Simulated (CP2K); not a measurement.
# C3H6FGe− (SMILES C=[C](C)[GeH-][F]) in CP2K

Wanted: the energy of C3H6FGe−.

The calculation is run with CP2K 2026.2.

2 further runs of the same task are left out: 1 that didn't finish, 1 set aside as unsound or not needed.

## (1) The structure to begin with

C3H6FGe− has 11 atoms, charge -1, and is taken as a singlet. SMILES: `C=[C](C)[GeH-][F]`. Geometry: a GFN2-xTB relaxation, a rough one for these elements and not checked as a minimum. This is one conformer, not always the lowest.

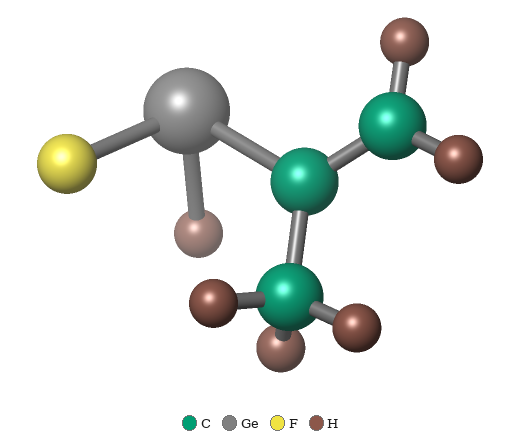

Viewed from a chosen angle; carbon teal, germanium grey, fluorine yellow, hydrogen brown.

## (2) The run

gas.inp reads:

```
&GLOBAL
   PROJECT_NAME gas
   RUN_TYPE ENERGY
   PRINT_LEVEL MEDIUM
&END GLOBAL

&FORCE_EVAL
   METHOD Quickstep
   &DFT
      CHARGE -1
      MULTIPLICITY 1
      &QS
         METHOD XTB
         EPS_DEFAULT 1.0E-10
         &XTB
            GFN_TYPE 1
            CHECK_ATOMIC_CHARGES F
         &END XTB
      &END QS
      # isolated system
      &POISSON
         PERIODIC NONE
         POISSON_SOLVER ANALYTIC
      &END POISSON
      &SCF
         SCF_GUESS ATOMIC
         EPS_SCF 1.0E-06
         MAX_SCF 30
         &OT ON
            MINIMIZER DIIS
            PRECONDITIONER FULL_ALL
         &END OT
         &OUTER_SCF
            EPS_SCF 1.0E-06
            MAX_SCF 10
         &END OUTER_SCF
      &END SCF
      # extra output
      &PRINT
         &MOMENTS
            PERIODIC F
            REFERENCE COM
            MAX_MOMENT 1
         &END MOMENTS
         &MO_CUBES
            NLUMO 1
            NHOMO -1
            WRITE_CUBE F
         &END MO_CUBES
         &HIRSHFELD OFF
         &END HIRSHFELD
      &END PRINT
   &END DFT
   &SUBSYS
      &CELL
         ABC [Ang] 11.5 12.6 11.7
         PERIODIC NONE
      &END CELL
      &COORD
         C      0.660040     1.244030     0.933560
         C      0.272110     0.230190     0.174230
         C     -1.165120     0.051100    -0.183600
         Ge     1.647690    -1.163100    -0.504890
         F      0.926100    -1.124730    -2.331220
         H     -0.020070     1.996580     1.341120
         H      1.701620     1.387990     1.200000
         H     -1.488060    -0.928510     0.167190
         H     -1.821820     0.825330     0.237720
         H     -1.262010     0.049600    -1.268610
         H      0.549520    -2.568470     0.234500
      &END COORD
      &TOPOLOGY
         &CENTER_COORDINATES
         &END CENTER_COORDINATES
      &END TOPOLOGY
   &END SUBSYS
&END FORCE_EVAL
```

Run with:

```bash
OMP_NUM_THREADS=1 cp2k.psmp -i gas.inp -o gas.out
```

The program printed:

```text
*******************************************************************************
 *   ___                                                                       *
 *  /   \                                                                      *
 * [ABORT]                                                                     *
 *  \___/                            Unknown unit: Ang                         *
 *    |                                                                        *
 *  O/|                                                                        *
 * /| |                                                                        *
 * / \                                                   common/cp_units.F:384 *
 *******************************************************************************

 ===== Routine Calling Stack =====

            6 val_create_parsing
            5 section_vals_parse
            4 section_vals_parse
            3 section_vals_parse
            2 section_vals_parse
            1 read_input

Program received signal SIGABRT: Process abort signal.

Backtrace for this error:
#0  0x4615f1c7f957 in ???
#1  0x461612534cac in __pthread_kill_implementation
#2  0x4616124dbfb7 in raise
#3  0x4616124c5d37 in abort
#4  0x4615f2352d83 in ???
#5  0x4615f2354297 in ???
#6  0x4615f2354497 in ???
#7  0x4615f2389b03 in ???
#8  0x4615f24c09a7 in ???
#9  0x4615f24c1aab in ???
#10  0x4615f24c367b in ???
#11  0x4615f24c38f7 in ???
#12  0x4615f24c38f7 in ???
#13  0x4615f24c38f7 in ???
#14  0x4615f1d99807 in ???
#15  0x4615f2604e8b in ???
#16  0x4615f2609d0b in ???
#17  0x4615f1d20db3 in ???
#18  0x4615f1d1ef13 in ???
#19  0x4616124c6573 in __libc_start_call_main
#20  0x4616124c6657 in __libc_start_main_impl
#21  0x4615f1d1f06f in ???
#22  0xffffffffffffffff in ???
```

Wall time 0.34 s (1 thread of Arm Neoverse N1, shared host); peak memory 0.13 GiB.

## (3) Diagnosis

The program refused the input.

The telling line is `\___/                            Unknown unit: Ang`. The fault: the input holds a word that the program doesn't know.
